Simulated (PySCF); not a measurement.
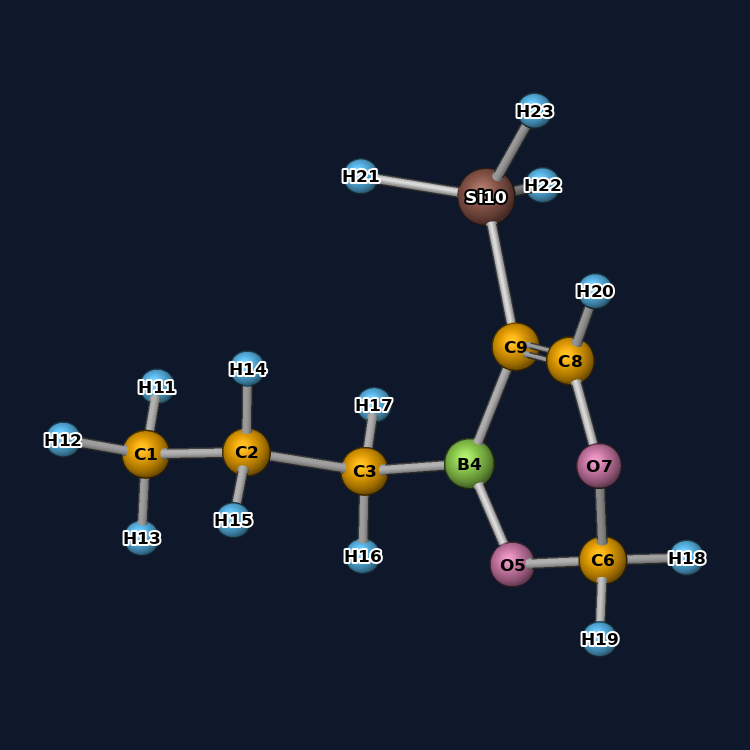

The questions are on isotropic NMR shieldings of the C atoms. Computed geometry: GFN2-xTB optimisation. No frequency run is at hand to confirm it as a minimum. Properties computed with GIAO PBE0/pcSseg-1 NMR shielding, non-relativistic, gas phase (PySCF 2.14.0).

Give the isotropic NMR shieldings of the C atoms atom by atom.

| atom | σ (ppm) |
| --- | --- |
| C1 | 165.9 |
| C2 | 164.4 |
| C3 | 160.1 |
| C6 | 96.8 |
| C8 | 14.0 |
| C9 | 81.0 |

The geometry is semi-empirical. Around B, Si such bond lengths and angles can be off by a tenth of an ångström or more and by several degrees, and values that hang on the shape move with them.
